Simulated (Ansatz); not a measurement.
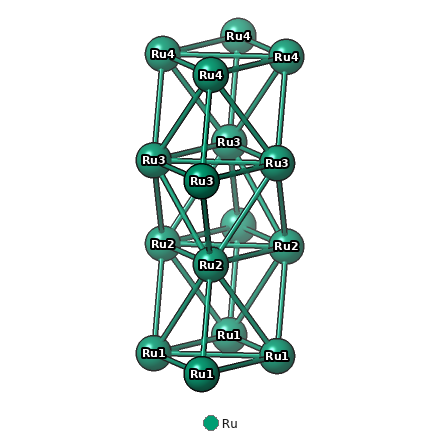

The system is C on a Ru(001) slab cut from the P6_3/mmc phase, its upper half relaxed before the scan (4 atoms of substrate and one adsorbate in a 1 × 1 cell); the picture shows it without the atoms that are moved over the map. C is moved along a line over the surface and along the normal, above a rigid substrate. Coordinates scanned: (1) position of C5 along the first surface vector, from above Ru4; (2) height of C5 above the plane of Ru4. The scan uses a 6 × 7 grid; 25 points were computed and 12 follow by symmetry. At 5 points there is no value (left out of the scan, as a rule where atoms come close). Points are written as (first, second). Energies are in eV, from the lowest grid point. These are results of Ansatz, DFT LDA, scalar-relativistic, plane waves, PAW, not measurements. Settings: cutoff 420 eV, k-mesh 12×12×1, gaussian smearing 0.1 eV, spin-polarised.

Range: position of C5 along the first surface vector from 0.00 to 2.23 Å; height of C5 above the plane of Ru4 from 1.33 to 3.97 Å.

> What landscape does the calculation give?

The lowest grid point is at (1.34 Å, 1.33 Å) [nearest 2 Ru at 1.89 Å]. It lies at the edge of the scanned range, so the true minimum may lie outside. The highest grid point, (0.00 Å, 3.97 Å) [nearest 1 Ru at 3.97 Å], lies 4.03 eV above the lowest.

| second ↓, first → | 0.00 | 0.45 | 0.89 | 1.34 | 1.78 | 2.23 |
| --- | --- | --- | --- | --- | --- | --- |
| 3.97 | 4.03 | 4.03 | 4.02 | 4.02 | 4.02 | 4.03 |
| 3.27 | 3.68 | 3.68 | 3.68 | 3.69 | 3.68 | 3.68 |
| 2.77 | 3.07 | 3.07 | 3.09 | 3.10 | 3.09 | 3.07 |
| 2.37 | 2.29 | 2.29 | 2.32 | 2.36 | 2.32 | 2.29 |
| 2.02 | 1.45 | 1.38 | 1.43 | 1.51 | 1.43 | 1.38 |
| 1.68 | 0.88 | 0.67 | 0.53 | 0.56 | 0.53 | 0.67 |
| 1.33 | – | – | – | 0.00 | – | – |

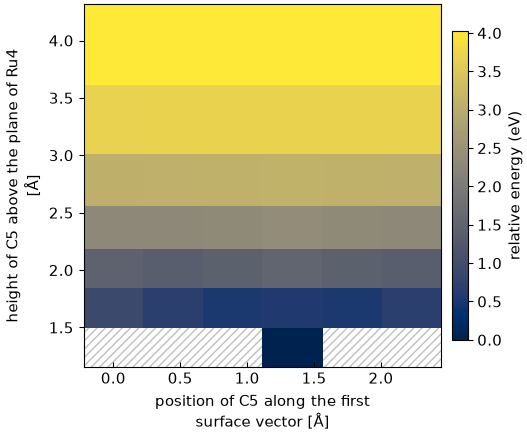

The picture shows one coloured cell a grid point, hatched blanks where no value was computed.

Each point was launched as `ansatz run input.yaml --threads 1 --pin off --max-ram 3072MiB --backend cpu --events-out ev --progress --plain --runs-dir out`. The whole map (25 points run) took 91 min on 1 thread of Arm Neoverse N1, with other jobs on the host.

PAW datasets: the set soft_1.
